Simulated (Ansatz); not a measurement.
The starting structures come from a database of crystals and need not be the phases stable at ambient conditions.

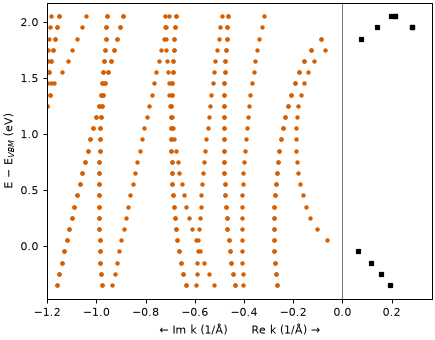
Fig. 1. Complex bands at the centre of the two-dimensional zone; PBEsol (Ansatz, a first-principles code)

The gap is the functional's own. No spin-orbit coupling. Mid-gap values are interpolated on the energy grid.

Problem. This is Rb$_{3}$Sb$_{2}$Br$_{9}$ (P-3m1, not sure to be the ambient phase, 14 atoms a cell, 37.0 Å³ an atom) along the normal of (001). Read off the slowest decay at the centre of the two-dimensional zone at 0.85 eV, the computed energy nearest the middle of the gap.

Solution. κ ≈ 0.19 1/Å, a decay length 1/(2κ) of the density of 2.7 Å.
